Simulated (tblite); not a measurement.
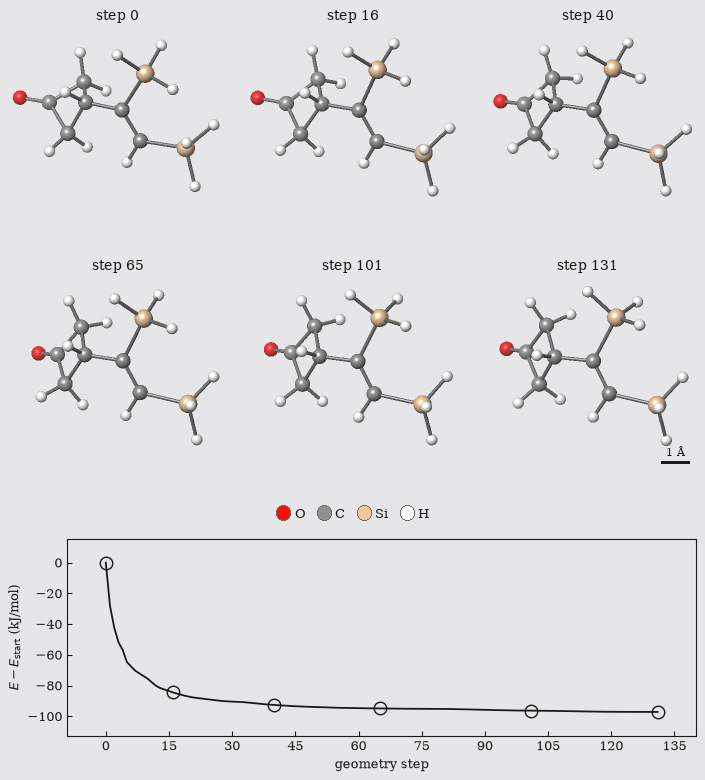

Frames of a relaxation of C6H12OSi2, marked on the history of the run. The picture is a ball-and-stick view, seen at a tilt.

Computed with GFN2-xTB geometry optimisation, gas phase in tblite 0.8.0. 

**Describe the path.**

Over 131 geometry steps the energy falls by 97.2 kJ/mol. The atom that moves furthest after the best rigid fit is an H atom (1.18 Å). By element the largest moves are H 1.18 Å, O 0.85 Å, C 0.60 Å, Si 0.42 Å. Near-neighbour distances that change, for instance: Si–Si 3.143 → 3.547 Å, C–Si 1.829 → 1.879 Å, C–C 1.463 → 1.504 Å, C–C 1.512 → 1.547 Å. Bond angles that change, for instance: H–C–H 118.7° → 108.6°, C–C–H 116.5° → 108.4°, H–C–H 116.4° → 108.7°. Groups turn about C–C by about 30°, C–Si by about 25°, C–C by about 25°. Cost: 1.4 s on 1 thread of Arm Neoverse V1, on a shared host. From step 0 to 16: an H atom moves most (0.33 Å), energy −84.5 kJ/mol. From step 16 to 40: the O atom moves most (0.46 Å), energy −8.15 kJ/mol. From step 40 to 65: the O atom moves most (0.37 Å), energy −2.25 kJ/mol. From step 65 to 101: an H atom moves most (0.34 Å), energy −1.41 kJ/mol. From step 101 to 131: an H atom moves most (0.29 Å), energy −0.85 kJ/mol.
